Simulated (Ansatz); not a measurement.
**FH₃Si···PH₃: density, localisation and related maps**

Input

```
crystal:
  periodic: [false, false, false]
  atoms:
    - { symbol: Si, position_ang: [0.320518, 0.007187, -0.106496] }
    - { symbol: F, position_ang: [0.553883, -0.0871, 1.49641] }
    - { symbol: H, position_ang: [1.669474, 0.186121, -0.747209] }
    - { symbol: H, position_ang: [-0.548159, 1.187481, -0.423376] }
    - { symbol: H, position_ang: [-0.299873, -1.268237, -0.59269] }
    - { symbol: P, position_ang: [-2.820816, 0.192031, 1.163669] }
    - { symbol: H, position_ang: [-2.808143, -1.044062, 0.420015] }
    - { symbol: H, position_ang: [-3.548398, -0.416825, 2.253713] }
    - { symbol: H, position_ang: [-1.557085, -0.068695, 1.780063] }
basis:
  gaussian: { orbitals: def2-SVP }
hamiltonian:
  xc: revpbe
relax:
  f_tol: 0.03
  max_steps: 50
output:
  orbitals: {}
```

Launched as:

```sh
ansatz run input.yaml --threads 1 --pin off --max-ram 2048MiB --backend cpu --events-out ev --progress --plain --runs-dir out
```

The fields are those of the run's last geometry, not of the input's.

These are results of RKS revPBE/def2-SVP (Ansatz), not measurements.

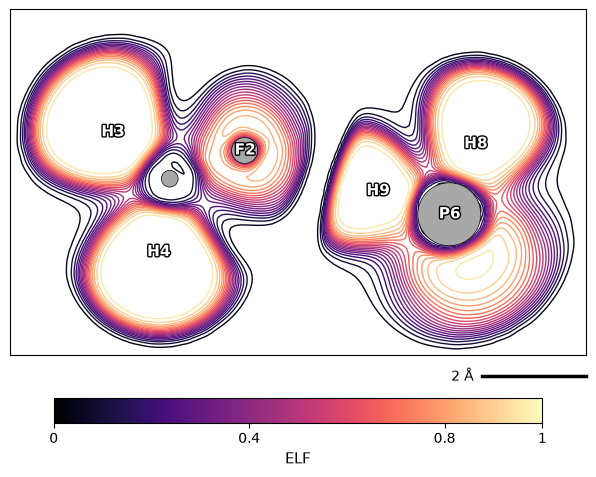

Figure 1. ELF on the plane of atoms H8, P6 and H9. Grey discs cover the atomic cores.

Question: What does the map show?

Answer:
- Atoms in the plane: F, H and P.
- F2···H9 (2.68 Å): the ELF dips to about 0 between them (a non-bonded, intermolecular contact).
- P–H (1.44 Å): the ELF climbs to about 1 towards the hydrogen, as it does in any bond to H.
- The ELF also peaks beside P6 and F2, away from the bonds: lone-pair regions.

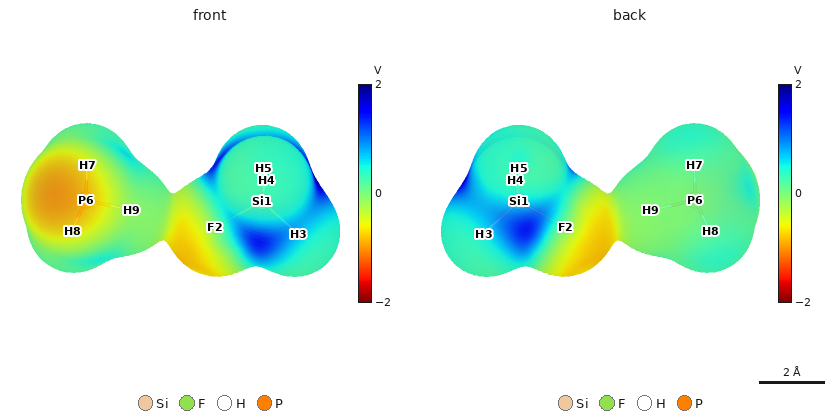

Figure 2. The electrostatic potential painted on the density surface at 0.002 e/bohr³, seen from the front and from behind; red is negative and blue positive.

Question: Where is the surface potential most negative and most positive?

Answer: The most negative region (about −1.0 V) lies over P6, the most positive (about +1.9 V) over Si1.

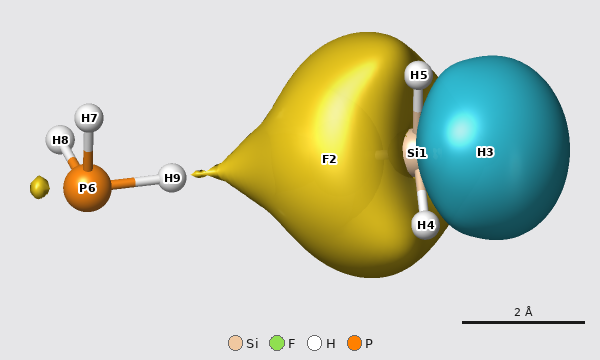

Figure 3. The LUMO at ±0.08 Å⁻³ᐟ² (yellow and cyan are the two phases), seen from one side.

Question: Describe this orbital and give its energy.

Answer: Its weight (Hirshfeld) is mainly on Si1 (about 65 %), F2 (about 15 %), H4 (about 5 %), H5 (about 5 %) and H3 (about 5 %). Its energy is −0.68 eV.
